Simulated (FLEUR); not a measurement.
## How far to go with the basis cutoff: Pd (Fm-3m, 1 atom in the cell)

```yaml
crystal:
  lattice:
    - [0.00000, 1.95084, 1.95084]
    - [1.95084, 0.00000, 1.95084]
    - [1.95084, 1.95084, 0.00000]
  atoms:
    - { symbol: Pd, position: [0.00000, 0.00000, 0.00000] }
```

Method of the run: PBE, all-electron FLAPW (FLEUR), scalar-relativistic valence.

Base settings: Kmax = 4.1 1/bohr; GmaxXC = 14.3 1/bohr; xcFunctional = pbe; jspins = 1; l_soc = F; mode = hist; fermiSmearingEnergy = 0.00367493 Htr; mesh (inpgen div1-3) = 5 5 5; inpgen gamma flag = false; Gmax = 14.3 1/bohr.

Moved along: Gmax, GmaxXC.

The second cell is the first with its lattice scaled by 0.98.

The mesh stays at the base's, so the ladder's end is converged at best in this setting alone.

Only quantities that move along the ladder and can be compared are tabulated.

The starting cell has typed, rounded lattice constants, without a prior relaxation at this level. Its lattice was rescaled by up to half a per cent. Spin polarisation is off. Values depend on the basis (sphere radii, cutoffs, local orbitals), which need not be converged.

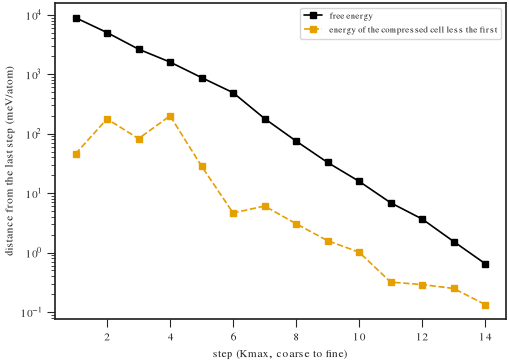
Figure: Distance from the last step along the ladder; very small values are drawn at a floor.

```csv
Kmax,free energy less the last step's (meV/atom),energy of the compressed cell less the first (meV/atom)
2.43 1/bohr,8958.09,132.60
2.59 1/bohr,5029.70,-90.53
2.75 1/bohr,2646.14,169.42
2.9 1/bohr,1604.88,-113.19
3.04 1/bohr,878.93,58.31
3.18 1/bohr,490.43,91.43
3.43 1/bohr,179.69,92.86
3.67 1/bohr,75.19,83.74
3.89 1/bohr,32.81,85.21
4.1 1/bohr,15.79,85.78
4.3 1/bohr,6.89,87.11
4.49 1/bohr,3.67,87.08
4.76 1/bohr,1.53,87.04
5.02 1/bohr,0.65,86.93
5.42 1/bohr,0.00,86.79
```

Coarsest Kmax that holds the free energy within 5 meV/atom of the last step, with all finer ones: 4.49 1/bohr; the step before is off by 6.9 meV/atom.

Coarsest Kmax that holds the energy of the compressed cell less the first within 2 meV/atom of the last step, with all finer ones: 3.89 1/bohr; the step before is off by 3.1 meV/atom.

The energy difference between the two cells stays within 1 meV/atom of the last step's from 4.3 1/bohr on, the total only from 5.02 1/bohr on: much of the error is common to both cells and cancels.
